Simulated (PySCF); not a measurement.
# C3H4AlNO: NMR shifts at several levels of theory, part 2 of 2

PySCF 2.14.0. Atoms count from 0. Earlier steps stand in the parts before.

## Step 8: Nuclear shieldings: KT2/pcSseg-2

Job settings and geometry (Å):

```
{"job": {"kind": "nmr", "xc": "KT2", "basis": "pcSseg-2", "pop": false}, "charge": 0, "multiplicity": 1}
C     -0.179552     2.626593    -0.656657
N      0.338588     1.577876    -0.573427
Al    -1.230021     0.255638    -0.839835
O     -2.498111     1.605755    -1.058083
C     -2.388689     2.880005    -1.031663
C     -1.198353     3.561298    -0.825086
H     -1.451099    -0.468395     0.550214
H     -0.979791    -0.473330    -2.222110
H     -3.312809     3.458782    -1.185024
H     -1.091156     4.641525    -0.800119
```

Method: GIAO KT2/pcSseg-2 NMR shielding, non-relativistic, gas phase.

Standard output:

```text
coarse grid: 9512 points
cycle   1  E = -495.3827418411  dE =  8.035e-01  |g| = 8.882e-01  |ddm| = 2.626e+00
cycle   2  E = -494.0674748112  dE =  1.315e+00  |g| = 2.527e+00  |ddm| = 3.366e+00
cycle   3  E = -495.4904996428  dE = -1.423e+00  |g| = 3.945e-01  |ddm| = 3.111e+00
cycle   4  E = -495.5212279463  dE = -3.073e-02  |g| = 2.383e-01  |ddm| = 4.994e-01
cycle   5  E = -495.5343405996  dE = -1.311e-02  |g| = 1.077e-01  |ddm| = 2.188e-01
cycle   6  E = -495.5367582163  dE = -2.418e-03  |g| = 5.135e-02  |ddm| = 9.139e-02
cycle   7  E = -495.5373200059  dE = -5.618e-04  |g| = 1.519e-02  |ddm| = 3.238e-02
cycle   8  E = -495.5373733500  dE = -5.334e-05  |g| = 3.357e-03  |ddm| = 1.180e-02
cycle   9  E = -495.5373756126  dE = -2.263e-06  |g| = 1.361e-03  |ddm| = 3.249e-03
final grid: 89208 points
cycle  10  E = -495.5671128330  dE = -3.745e-04  |g| = 1.208e-02  |ddm| = 2.141e-01
cycle  11  E = -495.5670893683  dE =  2.346e-05  |g| = 1.397e-02  |ddm| = 1.765e-02
cycle  12  E = -495.5671218361  dE = -3.247e-05  |g| = 7.552e-03  |ddm| = 1.291e-02
cycle  13  E = -495.5671327642  dE = -1.093e-05  |g| = 1.979e-03  |ddm| = 5.130e-03
cycle  14  E = -495.5671335224  dE = -7.582e-07  |g| = 7.449e-04  |ddm| = 1.451e-03
cycle  15  E = -495.5671336315  dE = -1.091e-07  |g| = 2.690e-04  |ddm| = 5.048e-04
cycle  16  E = -495.5671336401  dE = -8.619e-09  |g| = 1.573e-04  |ddm| = 2.666e-04
cycle  17  E = -495.5671336477  dE = -7.532e-09  |g| = 1.183e-05  |ddm| = 1.287e-04
cycle  18  E = -495.5671336477  dE = -3.126e-11  |g| = 4.495e-06  |ddm| = 1.619e-05
converged SCF energy = -495.5671336477

GIAO shielding tensors (ppm)
atom      isotropic    diamagn.    paramagn.     s11        s22        s33       span
  0 C       31.683     278.651    -246.968    -75.914    -58.049    229.012    304.926
  1 N      -10.823     329.103    -339.926   -146.470    -70.539    184.540    331.010
  2 Al     408.775     797.699    -388.925    363.947    384.132    478.245    114.298
  3 O       57.631     402.914    -345.282   -105.815    -10.009    288.718    394.533
  4 C       -0.702     245.761    -246.463   -111.121     12.301     96.713    207.834
  5 C      126.578     264.056    -137.477     93.298    133.343    153.094     59.795
  6 H       26.200      30.831      -4.631     23.786     24.157     30.657      6.871
  7 H       26.196      29.568      -3.371     23.788     24.151     30.649      6.861
  8 H       22.728      22.375       0.353     21.125     21.842     25.218      4.093
  9 H       27.219      25.747       1.472     24.570     26.452     30.637      6.067
```

Run time: 52 s. Hardware: 1 thread of Arm Neoverse V1, shared host; peak memory 0.83 GiB.

Key values: δ C4 183.0, C0 150.6, C5 55.7, N1 270.9, H8 8.45, H6 4.98 ppm (means over like atoms).

## Step 9: Shielding tensors: KT3/pcSseg-2

Settings changed since step 8:

```diff
@@ -1,2 +1,2 @@
-{"job": {"kind": "nmr", "xc": "KT2", "basis": "pcSseg-2", "pop": false}, "charge": 0, "multiplicity": 1}
+{"job": {"kind": "nmr", "xc": "KT3", "basis": "pcSseg-2", "pop": false}, "charge": 0, "multiplicity": 1}
 C     -0.179552     2.626593    -0.656657
```

With the program's defaults for keys left out, this is: GIAO KT3/pcSseg-2 NMR shielding, non-relativistic, gas phase.

Standard output:

```text
coarse grid: 9512 points
cycle   1  E = -494.8369792430  dE =  7.877e-01  |g| = 8.951e-01  |ddm| = 2.572e+00
cycle   2  E = -493.5581716394  dE =  1.279e+00  |g| = 2.504e+00  |ddm| = 3.586e+00
cycle   3  E = -494.9464149402  dE = -1.388e+00  |g| = 3.995e-01  |ddm| = 3.329e+00
cycle   4  E = -494.9792892049  dE = -3.287e-02  |g| = 2.298e-01  |ddm| = 4.867e-01
cycle   5  E = -494.9916427992  dE = -1.235e-02  |g| = 9.971e-02  |ddm| = 2.070e-01
cycle   6  E = -494.9936941296  dE = -2.051e-03  |g| = 4.964e-02  |ddm| = 8.835e-02
cycle   7  E = -494.9942292720  dE = -5.351e-04  |g| = 1.585e-02  |ddm| = 3.300e-02
cycle   8  E = -494.9942846915  dE = -5.542e-05  |g| = 3.537e-03  |ddm| = 1.099e-02
cycle   9  E = -494.9942872160  dE = -2.524e-06  |g| = 1.274e-03  |ddm| = 3.147e-03
final grid: 89208 points
cycle  10  E = -495.0183408121  dE = -3.460e-04  |g| = 1.373e-02  |ddm| = 1.757e-01
cycle  11  E = -495.0182633515  dE =  7.746e-05  |g| = 2.280e-02  |ddm| = 1.979e-02
cycle  12  E = -495.0183449801  dE = -8.163e-05  |g| = 8.626e-03  |ddm| = 1.931e-02
cycle  13  E = -495.0183611339  dE = -1.615e-05  |g| = 1.673e-03  |ddm| = 6.758e-03
cycle  14  E = -495.0183617888  dE = -6.548e-07  |g| = 6.627e-04  |ddm| = 1.251e-03
cycle  15  E = -495.0183618547  dE = -6.594e-08  |g| = 3.471e-04  |ddm| = 5.127e-04
cycle  16  E = -495.0183618808  dE = -2.611e-08  |g| = 1.095e-04  |ddm| = 2.607e-04
cycle  17  E = -495.0183618840  dE = -3.201e-09  |g| = 1.884e-05  |ddm| = 8.296e-05
cycle  18  E = -495.0183618841  dE = -9.618e-11  |g| = 4.157e-06  |ddm| = 1.865e-05
converged SCF energy = -495.0183618841

GIAO shielding tensors (ppm)
atom      isotropic    diamagn.    paramagn.     s11        s22        s33       span
  0 C       31.581     279.900    -248.319    -76.315    -57.813    228.870    305.185
  1 N       -7.861     334.023    -341.884   -142.161    -68.320    186.897    329.058
  2 Al     428.096     797.507    -369.411    388.113    400.152    496.023    107.910
  3 O       62.137     404.584    -342.447   -100.070     -7.195    293.675    393.745
  4 C        0.583     247.504    -246.921   -109.443     13.381     97.811    207.254
  5 C      125.876     264.871    -138.994     92.313    134.020    151.296     58.983
  6 H       26.742      31.743      -5.001     24.325     24.691     31.210      6.884
  7 H       26.739      30.284      -3.546     24.327     24.685     31.203      6.875
  8 H       22.919      22.157       0.762     21.335     22.036     25.387      4.051
  9 H       27.372      25.858       1.514     24.759     26.720     30.637      5.878
```

Run time: 53 s. Hardware: 1 thread of Arm Neoverse V1, shared host; peak memory 0.83 GiB.

In short: δ C4 180.7, C0 149.7, C5 55.4, N1 266.6, H8 8.43, H6 4.61 ppm (means over like atoms).

## Step 10: Nuclear shieldings: B97-D/pcSseg-2

Settings changed since step 9:

```diff
@@ -1,2 +1,2 @@
-{"job": {"kind": "nmr", "xc": "KT3", "basis": "pcSseg-2", "pop": false}, "charge": 0, "multiplicity": 1}
+{"job": {"kind": "nmr", "xc": "B97-D", "basis": "pcSseg-2", "pop": false}, "charge": 0, "multiplicity": 1}
 C     -0.179552     2.626593    -0.656657
```

Method: GIAO B97-D/pcSseg-2 NMR shielding, non-relativistic, gas phase.

Standard output:

```text
coarse grid: 9512 points
cycle   1  E = -488.9109423934  dE =  7.575e-01  |g| = 8.939e-01  |ddm| = 2.532e+00
cycle   2  E = -487.6719482721  dE =  1.239e+00  |g| = 2.495e+00  |ddm| = 3.277e+00
cycle   3  E = -489.0147363450  dE = -1.343e+00  |g| = 4.157e-01  |ddm| = 3.019e+00
cycle   4  E = -489.0512283695  dE = -3.649e-02  |g| = 2.249e-01  |ddm| = 4.781e-01
cycle   5  E = -489.0627786803  dE = -1.155e-02  |g| = 9.752e-02  |ddm| = 1.983e-01
cycle   6  E = -489.0646353586  dE = -1.857e-03  |g| = 5.124e-02  |ddm| = 8.585e-02
cycle   7  E = -489.0652120239  dE = -5.767e-04  |g| = 1.627e-02  |ddm| = 3.406e-02
cycle   8  E = -489.0652676296  dE = -5.561e-05  |g| = 4.115e-03  |ddm| = 1.105e-02
cycle   9  E = -489.0652711175  dE = -3.488e-06  |g| = 1.244e-03  |ddm| = 3.287e-03
final grid: 89208 points
cycle  10  E = -489.0690700717  dE = -1.147e-04  |g| = 1.161e-02  |ddm| = 8.464e-02
cycle  11  E = -489.0689839942  dE =  8.608e-05  |g| = 2.240e-02  |ddm| = 1.895e-02
cycle  12  E = -489.0690772096  dE = -9.322e-05  |g| = 7.307e-03  |ddm| = 1.687e-02
cycle  13  E = -489.0690879235  dE = -1.071e-05  |g| = 2.100e-03  |ddm| = 5.117e-03
cycle  14  E = -489.0690889165  dE = -9.930e-07  |g| = 5.964e-04  |ddm| = 1.309e-03
cycle  15  E = -489.0690889805  dE = -6.400e-08  |g| = 1.922e-04  |ddm| = 4.380e-04
cycle  16  E = -489.0690889888  dE = -8.286e-09  |g| = 7.582e-05  |ddm| = 1.841e-04
cycle  17  E = -489.0690889905  dE = -1.682e-09  |g| = 1.065e-05  |ddm| = 6.143e-05
cycle  18  E = -489.0690889905  dE = -2.569e-11  |g| = 3.933e-06  |ddm| = 1.177e-05
converged SCF energy = -489.0690889905

GIAO shielding tensors (ppm)
atom      isotropic    diamagn.    paramagn.     s11        s22        s33       span
  0 C       23.588     277.964    -254.376    -88.301    -67.561    226.624    314.925
  1 N      -16.083     333.363    -349.446   -152.607    -79.500    183.858    336.465
  2 Al     421.969     795.615    -373.646    383.121    392.493    490.292    107.171
  3 O       56.582     404.584    -348.002   -115.236    -12.514    297.497    412.733
  4 C       -7.964     245.976    -253.940   -123.393      3.868     95.632    219.026
  5 C      120.825     263.052    -142.227     84.214    132.311    145.950     61.736
  6 H       26.738      31.368      -4.630     24.327     24.699     31.187      6.860
  7 H       26.734      30.036      -3.302     24.329     24.693     31.180      6.850
  8 H       22.933      24.101      -1.167     21.386     21.927     25.487      4.101
  9 H       27.396      28.453      -1.057     24.913     26.910     30.366      5.453
```

Wall time 51 s (1 thread of Arm Neoverse V1, shared host); peak memory 0.83 GiB.

Key values: δ C4 187.0, C0 155.4, C5 58.2, N1 274.0, H8 8.46, H6 4.66 ppm (means over like atoms).

## Step 11: Shielding tensors: B3LYP/pcSseg-2

Settings changed since step 10:

```diff
@@ -1,2 +1,2 @@
-{"job": {"kind": "nmr", "xc": "B97-D", "basis": "pcSseg-2", "pop": false}, "charge": 0, "multiplicity": 1}
+{"job": {"kind": "nmr", "xc": "B3LYP", "basis": "pcSseg-2", "pop": false}, "charge": 0, "multiplicity": 1}
 C     -0.179552     2.626593    -0.656657
```

With the program's defaults for keys left out, this is: GIAO B3LYP/pcSseg-2 NMR shielding, non-relativistic, gas phase.

Standard output:

```text
coarse grid: 9512 points
cycle   1  E = -489.1491037968  dE =  8.339e-01  |g| = 8.276e-01  |ddm| = 2.453e+00
cycle   2  E = -488.6140886992  dE =  5.350e-01  |g| = 1.824e+00  |ddm| = 1.952e+00
cycle   3  E = -489.2635627238  dE = -6.495e-01  |g| = 2.311e-01  |ddm| = 1.599e+00
cycle   4  E = -489.2745702259  dE = -1.101e-02  |g| = 1.045e-01  |ddm| = 2.103e-01
cycle   5  E = -489.2767515746  dE = -2.181e-03  |g| = 4.386e-02  |ddm| = 7.160e-02
cycle   6  E = -489.2770920330  dE = -3.405e-04  |g| = 1.400e-02  |ddm| = 2.793e-02
cycle   7  E = -489.2771292423  dE = -3.721e-05  |g| = 4.534e-03  |ddm| = 9.985e-03
cycle   8  E = -489.2771342518  dE = -5.010e-06  |g| = 9.161e-04  |ddm| = 3.672e-03
final grid: 89208 points
cycle   9  E = -489.2857608258  dE = -4.739e-05  |g| = 3.906e-03  |ddm| = 3.397e-02
cycle  10  E = -489.2857586552  dE =  2.171e-06  |g| = 4.800e-03  |ddm| = 7.169e-03
cycle  11  E = -489.2857640318  dE = -5.377e-06  |g| = 1.369e-03  |ddm| = 3.873e-03
cycle  12  E = -489.2857644092  dE = -3.774e-07  |g| = 4.421e-04  |ddm| = 9.380e-04
cycle  13  E = -489.2857644419  dE = -3.270e-08  |g| = 1.742e-04  |ddm| = 2.699e-04
cycle  14  E = -489.2857644490  dE = -7.055e-09  |g| = 2.954e-05  |ddm| = 1.207e-04
cycle  15  E = -489.2857644491  dE = -1.630e-10  |g| = 1.121e-05  |ddm| = 2.273e-05
converged SCF energy = -489.2857644491

GIAO shielding tensors (ppm)
atom      isotropic    diamagn.    paramagn.     s11        s22        s33       span
  0 C       19.293     276.140    -256.848   -100.740    -80.271    238.888    339.628
  1 N      -28.356     332.124    -360.480   -170.658    -98.186    183.776    354.433
  2 Al     409.113     794.206    -385.093    365.867    375.532    485.942    120.075
  3 O       54.703     402.726    -348.023   -115.020    -22.659    301.787    416.807
  4 C      -17.790     242.514    -260.304   -145.539     -6.153     98.320    243.859
  5 C      118.469     261.423    -142.955     72.566    133.647    149.193     76.627
  6 H       26.714      30.854      -4.140     24.266     24.640     31.235      6.969
  7 H       26.710      29.672      -2.962     24.268     24.634     31.228      6.959
  8 H       22.911      24.842      -1.931     21.333     21.754     25.647      4.313
  9 H       27.317      28.696      -1.378     24.803     26.923     30.226      5.424
```

Wall time 34 s (1 thread of Arm Neoverse V1, shared host); peak memory 1 GiB.

In short: δ C4 197.0, C0 159.9, C5 60.7, N1 286.9, H8 8.48, H6 4.68 ppm (means over like atoms).

## Step 12: Comparing the runs: NMR shifts

Shifts (ppm) of some atoms, chosen among heavy atoms and hydrogens apart, means over like atoms, with basis size and wall time:

```csv
run,C4,C0,H6,H9,N1,Al2,O3,functions,time
HF/pcSseg-2,202.1,158.7,4.31,4.21,281.6,44.9,212.6,279,22 s
LDA/pcSseg-2,198.4,164.8,5.30,4.08,302.1,100.0,301.2,279,40 s
PBE/pcSseg-2,191.9,159.8,4.96,4.02,287.4,83.3,286.0,279,52 s
BLYP/pcSseg-2,192.5,159.1,4.82,3.98,287.2,78.0,285.1,279,50 s
BP86/pcSseg-2,191.6,159.2,4.95,4.01,284.6,80.2,281.5,279,50 s
OPBE/pcSseg-2,185.0,155.8,4.74,4.08,275.4,71.7,272.3,279,52 s
KT2/pcSseg-2,183.0,150.6,4.98,3.96,270.9,84.2,266.7,279,52 s
KT3/pcSseg-2,180.7,149.7,4.61,3.98,266.6,71.4,261.7,279,53 s
B97-D/pcSseg-2,187.0,155.4,4.66,4.00,274.0,71.2,268.6,279,51 s
B3LYP/pcSseg-2,197.0,159.9,4.68,4.07,286.9,69.1,271.1,279,34 s
```

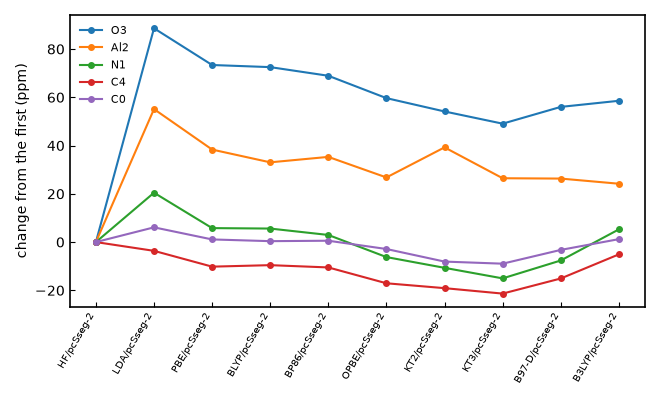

How five of the tabulated atoms move from run to run.

## Step 13: Outcome

The summary covers parts 1 to 2.

```
                                                            quantity                   value
                                13C shifts against TMS (HF/pcSseg-2)  202.1, 158.7, 57.9 ppm
1H shifts against TMS (HF/pcSseg-2, means over atoms taken as alike)    8.46, 4.31, 4.21 ppm
                                15N shifts against NH3 (HF/pcSseg-2)               281.6 ppm
                             27Al shifts against AlH4- (HF/pcSseg-2)                44.9 ppm
                                17O shifts against H2O (HF/pcSseg-2)               212.6 ppm
                                            range of the shift of O3      212.6 to 301.2 ppm
```

**Reading.** Single values in the summary come from the first sound run of each kind (HF/pcSseg-2), which need not be the best level. C4 (alkene carbon bearing oxygen) lies farthest downfield among carbon, at 202.1 ppm; an sp2 carbon further deshielded by the attached heteroatom. At HF/pcSseg-2: Shielding is most anisotropic at C0 (span 382 ppm, paramagnetic term -245 ppm). In ppm, O3 moves most: its shift spreads over 88.6 ppm, from 212.6 (HF/pcSseg-2) to 301.2 (LDA/pcSseg-2).
